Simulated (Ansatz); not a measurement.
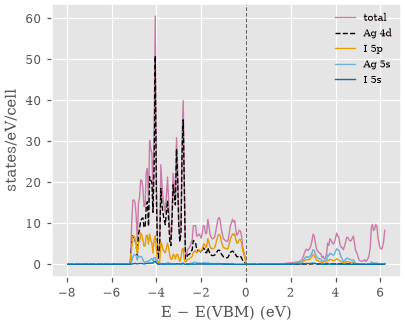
Figure. Total and projected density of states of AgI in space group P6_3mc (No. 186; Ag on 2a, Ag on 2b, I on 2a, I on 2b), LDA (plane waves, PAW; program Ansatz)

### Question
Which orbitals carry the states next to the gap?

### Answer
Top 1 eV of the valence band: I 5p 70 %, Ag 4d 27 %. Bottom 1 eV of the conduction band: Ag 5s 49 %, I 5p 37 %, I 5s 11 %. Projections are on Löwdin-orthogonalised atomic valence shells; empty p or d shells of many metals are not among them.

### Question
Where is the tallest occupied peak in this window, and what makes it?

### Answer
Near -4.0 eV, about 61 states/eV per cell; the largest projected share is Ag 4d.

The first step of the workflow began from a Materials Project structure, measured or hypothetical. Its sites differ from those of the usual phase in this space group: another stacking or structure type. Symmetry was held in the LDA relaxation; whether a distortion lowers the energy is not shown. The run is not spin-polarised. A crystal of weakly bound layers computed without a dispersion correction: the cell and the soft elastic constants depend strongly on that. Spin–orbit coupling is left out wherever it is not named.

Potentials: the earlier of the program's two PAW sets. The files were generated under PBE; for other functionals the program regenerates the frozen cores, and for LDA and PBEsol the local potential too.
